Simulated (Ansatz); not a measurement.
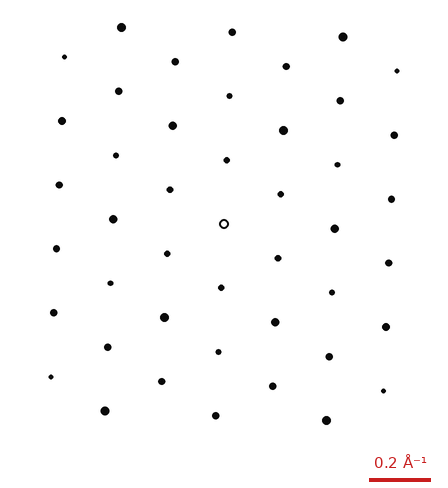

The pattern is a kinematic simulation for 200 kV electrons (no multiple scattering; isotropic B = 1 Å²).

> Describe the geometry of this pattern.

The spots form a hexagonal net with both shortest vectors at d = 4.69 Å, 60.0° apart.

> What is the point symmetry of the pattern, intensities included?

6mm. A zero-layer kinematic pattern is always centrosymmetric (Friedel's law). Such a pattern arises along the three- or sixfold axis of a trigonal, hexagonal or cubic crystal.

> What was simulated?

This cannot be fixed from one zone alone; the pattern is [001] of Si₂N, space group P6_422 (No. 181), a = 5.420 Å, c = 3.844 Å (hexagonal axes). The net vectors are 1 -1 0 and 1 0 0. Structure: coordinates from a relaxation (final pressure about 20 GPa) with DFT, PAW plane waves, pbe (Ansatz 0.2.0); the starting structure was generated, so it need not be a known form of this composition.
